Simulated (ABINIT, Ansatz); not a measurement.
# KCaCl3 (Pm-3m): bands and cutoff in G0W0 with ABINIT, part 2 of 2

What does each rung of G0W0 on KCaCl3 (Pm-3m) cost, and what does it buy?

ABINIT 10.8.3; PBEsol and many-body steps on it, plane waves. Known limits of the many-body steps: not at the basis limit; coarse k mesh.

So far. Step 3 (Screening, 2×2×2 mesh, 51 bands, screening to 62.6 eV): Local fields lower ε∞ by 14 %. On a Γ-centred mesh this coarse the value itself is usually too large, while a short band sum pulls it down. Step 4 (51 bands, 62.6 eV): The gap on the mesh goes from 4.65 eV to 7.00 eV, a correction of +2.35 eV.

## (6) 123 bands, 114.3 eV

This step: G0W0 on PBEsol, plane waves, norm-conserving pseudopotentials.

run.abi reads:

```
acell 3*1.0 Angstrom
rprim 
  5.393523000000 0.000000000000 0.000000000000
  0.000000000000 5.393523000000 0.000000000000
  0.000000000000 0.000000000000 5.393523000000
ntypat 3
znucl 19 20 17
natom 5
typat 1 2 3 3 3
xred 
  0.000000000000 0.000000000000 0.000000000000
  0.500000000000 0.500000000000 0.500000000000
  0.000000000000 0.500000000000 0.500000000000
  0.500000000000 0.000000000000 0.500000000000
  0.500000000000 0.500000000000 0.000000000000
pp_dirpath "pseudos"
pseudos "K.upf, Ca.upf, Cl.upf"
ecut 33
ngkpt 2 2 2
nshiftk 1
shiftk 0 0 0
kptopt 1
chksymbreak 0
istwfk *1
occopt 1
irdwfk 1
optdriver 4
nband 123
gwcalctyp 0
ecutsigx 33
symsigma 1
nkptgw 2
kptgw 
  0.5000000000 0.5000000000 0.5000000000
  0.0000000000 0.0000000000 0.0000000000
bdgw 
  18 24
  18 24
ecuteps 4.2
irdscr 1
ppmodel 1
indata_prefix "in"
outdata_prefix "out"
tmpdata_prefix "tmp"
```

Started as:

```sh
> OMP_NUM_THREADS=1 mpirun -n 4 abinit run.abi > log
```

Numbers of over 12 decimals in the logs are rounded to 6 here.

The program printed:

```text
.Version 10.8.3 of ABINIT. v10.8.2 released Aug 2026.

 Symmetries : space group Pm -3 m (#221); Bravais cP (primitive cubic)
[... echo of the input left out ...]
== DATASET  1 ==================================================================
-   mpi_nproc: 4, omp_nthreads: 1 (-1 if OMP is not activated)

--- !DatasetInfo
iteration_state: {dtset: 1, }
dimensions: {natom: 5, nkpt: 4, mband: 123, nsppol: 1, nspinor: 1, nspden: 1, mpw: 9627, }
cutoff_energies: {ecut:  33.0, pawecutdg:  -1.0, }
electrons: {nelect:   4.00000000E+01, charge:   0.00000000E+00, occopt:   1.00000000E+00, tsmear:   1.00000000E-02, }

 SIGMA: Calculation of the GW corrections

 Based on a program developped by R.W. Godby, V. Olevano, G. Onida, and L. Reining.
 Incorporated in ABINIT by V. Olevano, G.-M. Rignanese, and M. Torrent.
.Using double precision arithmetic ; gwpc =  8

[... cell and pseudopotentials left out ...]
--------------------------------------------------------------------------------

 ==== K-mesh for the wavefunctions ====
 Number of points in the irreducible wedge :     4
[... list of points left out ...]
 Together with 48 symmetry operations and time-reversal symmetry
 yields     8 points in the full Brillouin Zone.

 ==== Q-mesh for screening function ====
 Number of points in the irreducible wedge :     4
[... list of points left out ...]
 Together with 48 symmetry operations and time-reversal symmetry
 yields     8 points in the full Brillouin Zone.

 vcoul_init : cutoff-mode = AUXILIARY_FUNCTION
 q-points for optical limit:   1
     1)      0.000010    0.000020    0.000030
 setmesh: FFT mesh size selected  =    54x   54x   54
          total number of points  =       157464

 Number of electrons calculated from density =   40.0000; Expected =   40.0000
[...]
number of omega for Sigma on real axis              0
 max omega for Sigma on real axis  [eV]           0.00
 zcut for avoiding poles [eV]                     0.10

 EPSILON^-1 parameters (SCR file):
 dimension of the eps^-1 matrix on file            461
 dimension of the eps^-1 matrix used               461
 number of plane-waves for wavefunctions          9627
 number of bands                                   123
 number of q-points in IBZ                           4
 number of frequencies                               2
 number of real frequencies                          1
 number of imag frequencies                          1

 matrix elements of self-energy operator (all in [eV])

 Perturbative Calculation

--- !SelfEnergy_ee
iteration_state: {dtset: 1, }
kpoint     : [   0.500,    0.500,    0.500, ]
spin       : 1
KS_gap     :    6.260
QP_gap     :    8.830
Delta_QP_KS:    2.569
data: !SigmaeeData |
     Band     E0 <VxcDFT>   SigX SigC(E0)      Z dSigC/dE  Sig(E)    E-E0       E
       18  -0.113 -14.235 -18.503   2.467   0.805  -0.242 -15.686  -1.451  -1.564
       19  -0.113 -14.235 -18.503   2.467   0.805  -0.242 -15.686  -1.451  -1.564
       20  -0.113 -14.235 -18.503   2.467   0.805  -0.242 -15.686  -1.451  -1.564
[...]
--- !SelfEnergy_ee
iteration_state: {dtset: 1, }
kpoint     : [   0.000,    0.000,    0.000, ]
spin       : 1
KS_gap     :    4.936
QP_gap     :    7.371
Delta_QP_KS:    2.435
data: !SigmaeeData |
     Band     E0 <VxcDFT>   SigX SigC(E0)      Z dSigC/dE  Sig(E)    E-E0       E
[...]
23   5.431 -11.616  -5.726  -3.042   0.843  -0.187  -9.216   2.399   7.830
       24   5.431 -11.616  -5.726  -3.042   0.843  -0.187  -9.216   2.399   7.830

== END DATASET(S) ==============================================================
================================================================================

 -outvars: echo values of variables after computation  --------
           etotal      0.0000000000E+00
            nband         123
             nkpt           4
          spgroup         221
 [... the other variables as echoed above ...]

 Calculation completed.
```

Elapsed: 37 s, on 4 MPI ranks of Arm Neoverse N1, shared host; peak memory 1.3 GiB; 2.5 min of CPU time.

This step gave:

```
G0W0 gap on the points computed              : 7.069 eV
starting gap on the mesh                     : 4.647 eV
k of the valence top                         : 0.5, 0.5, 0.5
k of the conduction bottom                   : 0, 0, 0
Z at the valence top                         : 0.805
Z at the conduction bottom                   : 0.869
least direct G0W0 gap on the computed points : 7.37 eV
```

Against G0W0 in ABINIT (2×2×2 mesh, 51 bands, screening to 62.6 eV, Godby-Needs plasmon pole), the gap moves by +0.071 eV.

## (7) Screening, 2×2×2 mesh, 274 bands, screening to 176.9 eV

This step: RPA screening on PBEsol, plane waves, norm-conserving pseudopotentials.

run.abi: that of step 6 with these lines changed.

```diff
@@ -26,17 +26,8 @@
 irdwfk 1
-optdriver 4
-nband 123
-gwcalctyp 0
-ecutsigx 33
-symsigma 1
-nkptgw 2
-kptgw 
-  0.5000000000 0.5000000000 0.5000000000
-  0.0000000000 0.0000000000 0.0000000000
-bdgw 
-  18 24
-  18 24
-ecuteps 4.2
-irdscr 1
-ppmodel 1
+optdriver 3
+nband 274
+ecuteps 6.5
+inclvkb 2
+awtr 1
+symchi 1
 indata_prefix "in"
```

The program printed:

```text
.Version 10.8.3 of ABINIT. v10.8.2 released Aug 2026.

 Symmetries : space group Pm -3 m (#221); Bravais cP (primitive cubic)
[... echo of the input left out ...]
== DATASET  1 ==================================================================
-   mpi_nproc: 4, omp_nthreads: 1 (-1 if OMP is not activated)

--- !DatasetInfo
iteration_state: {dtset: 1, }
dimensions: {natom: 5, nkpt: 4, mband: 274, nsppol: 1, nspinor: 1, nspden: 1, mpw: 9627, }
cutoff_energies: {ecut:  33.0, pawecutdg:  -1.0, }
[...]
--------------------------------------------------------------------------------
[... chi0 elements left out ...]
 For q-point:  0.000010 0.000020 0.000030
  dielectric constant =   2.5516
  dielectric constant without local fields =   2.9993

  Average fulfillment of the sum rule on Im[epsilon] for q-point    1 :     72.65  [%]
[... wings left out ...]
  q-point number  2        q = ( 0.500000, 0.000000, 0.000000) [r.l.u.]
--------------------------------------------------------------------------------
[... chi0 elements left out ...]
  Average fulfillment of the sum rule on Im[epsilon] for q-point    2 :     75.63  [%]

 [... 2 further q-points ...]
```

Wall time 2.8 min (4 MPI ranks); peak memory 2.1 GiB; 11 min of CPU time.

This step gave:

```
ε∞ with local fields, on this mesh, along the program's q direction : 2.552
the same without local fields                                       : 2.999
plasma frequency                                                    : 18.75 eV
plane waves in the screening matrix                                 : 847
```

## (8) 274 bands, 176.9 eV

This step: G0W0 on PBEsol, plane waves, norm-conserving pseudopotentials.

run.abi: that of step 7 with these lines changed.

```diff
@@ -26,8 +26,17 @@
 irdwfk 1
-optdriver 3
+optdriver 4
 nband 274
+gwcalctyp 0
+ecutsigx 33
+symsigma 1
+nkptgw 2
+kptgw 
+  0.5000000000 0.5000000000 0.5000000000
+  0.0000000000 0.0000000000 0.0000000000
+bdgw 
+  18 24
+  18 24
 ecuteps 6.5
-inclvkb 2
-awtr 1
-symchi 1
+irdscr 1
+ppmodel 1
 indata_prefix "in"
```

The program printed:

```text
.Version 10.8.3 of ABINIT. v10.8.2 released Aug 2026.

 Symmetries : space group Pm -3 m (#221); Bravais cP (primitive cubic)
[... echo of the input left out ...]
== DATASET  1 ==================================================================
-   mpi_nproc: 4, omp_nthreads: 1 (-1 if OMP is not activated)

--- !DatasetInfo
iteration_state: {dtset: 1, }
dimensions: {natom: 5, nkpt: 4, mband: 274, nsppol: 1, nspinor: 1, nspden: 1, mpw: 9627, }
cutoff_energies: {ecut:  33.0, pawecutdg:  -1.0, }
[...]
Band     E0 <VxcDFT>   SigX SigC(E0)      Z dSigC/dE  Sig(E)    E-E0       E
[...]
23   5.431 -11.616  -5.726  -3.390   0.838  -0.193  -9.520   2.096   7.527
       24   5.431 -11.616  -5.726  -3.390   0.838  -0.193  -9.520   2.096   7.527

== END DATASET(S) ==============================================================
================================================================================

 -outvars: echo values of variables after computation  --------
           etotal      0.0000000000E+00
            nband         274
             nkpt           4
          spgroup         221
 [... the other variables as echoed above ...]

 Calculation completed.
```

Elapsed: 3.8 min, on 4 MPI ranks; peak memory 2.6 GiB; 15 min of CPU time.

Numbers from this step:

```
G0W0 gap on the points computed              : 7.218 eV
starting gap on the mesh                     : 4.647 eV
k of the valence top                         : 0.5, 0.5, 0.5
k of the conduction bottom                   : 0, 0, 0
least direct G0W0 gap on the computed points : 7.513 eV
```

Against G0W0 in ABINIT (2×2×2 mesh, 123 bands, screening to 114.3 eV, Godby-Needs plasmon pole), the gap moves by +0.149 eV.

## (9) Side by side

Times are wall times on 4 MPI ranks of Arm Neoverse N1, shared host, good to a factor of about two. A run's time includes the screening step that it read.

| run | mesh | bands | screening cutoff (eV) | DFT gap (eV) | gap on the mesh (eV) | direct (eV) | ε∞ used | time |
| --- | --- | --- | --- | --- | --- | --- | --- | --- |
| 51 bands, 62.6 eV | 2×2×2 | 51 | 62.6 | 4.647 | 6.998 | 7.315 | 2.54 | 26 s |
| 123 bands, 114.3 eV | 2×2×2 | 123 | 114.3 | 4.647 | 7.069 | 7.370 | 2.55 | 86 s |
| 274 bands, 176.9 eV | 2×2×2 | 274 | 176.9 | 4.647 | 7.218 | 7.513 | 2.55 | 6.6 min |

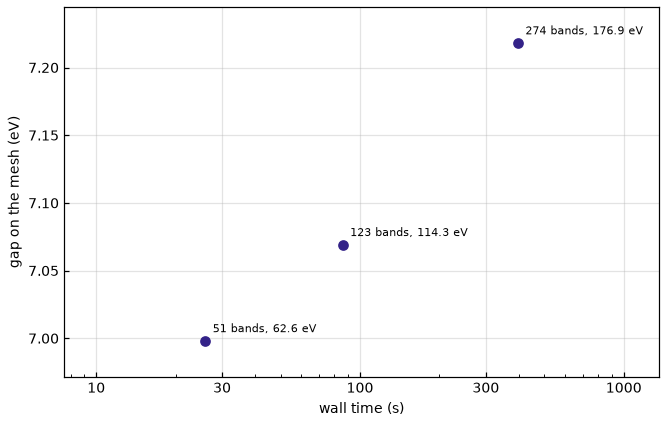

Result against wall time.

## (10) What came out

```json
{
 "51 bands, 62.6 eV": "6.998 eV",
 "123 bands, 114.3 eV": "7.069 eV",
 "274 bands, 176.9 eV": "7.218 eV",
 "known limits": "not at the basis limit; coarse k mesh"
}
```

What this shows: From the first rung to the last the gap moves by +0.22 eV for 15 times the time. The steps are not yet shrinking, so no limit is drawn. In the G0W0 runs levels were corrected at 2 k points alone, so a gap called «on the mesh» is the least over those, and an edge elsewhere would be missed. The 2×2×2 mesh is coarse for this cell, which bears on the long-range parts of exchange and screening. This is the ideal cubic cell; many perovskites, halides above all, are cubic only on average, and local tilts or off-centring can widen the gap.

[Paths, hosts, dates, memory and timing lines, banners, echoed tables and standing remarks are left out of the program output.]

[Logs are printed without paths, hosts, clocks, repeated set-up lines and the standing remarks that a program may print on its own settings, such as how far it seeks lower states.]

[Runs of the session that timed out or met a known fault of the program may be left out.]

[Hosts, paths, dates, database ids (printed as entryN), source tags and the programs' standing remarks are cut or masked in the printed files.]

[G0W0 gaps are taken among the corrected bands and points alone; a level outside them can change the order at an edge.]

[Where Ansatz stands beside ABINIT at settings called matched, ABINIT's density can come from a denser mesh and the files from another edition; pairs whose starting gaps differed by over 0.03 eV were left out, so agreement reads better than it is.]
